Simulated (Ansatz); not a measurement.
Base system: BeSe in the zinc blende structure (space group F-43m, No. 216; a = 5.129 Å).

It is then changed as follows: a fraction x = 0.75 of the Se sites is given to S, ordered in a cell of 8 atoms (starting symmetry Amm2) and fully relaxed.

The values are results of Kohn–Sham DFT with the PBEsol functional, run in Ansatz (a first-principles code) with PAW and 420 eV plane waves, without spin-orbit coupling, not measurements.

The zone is the changed cell's own and can be folded.

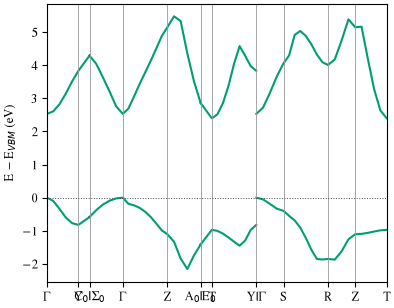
Figure: Highest valence and lowest conduction band along the path of the changed cell's own zone

From the figure, how large is the changed gap, and is it direct?

About 2.4 eV, indirect, Γ → T.

These are small ordered cells, not random alloys; other orderings at the same x differ. No phonon test of stability was made. k-point labels follow each cell's own Brillouin zone.
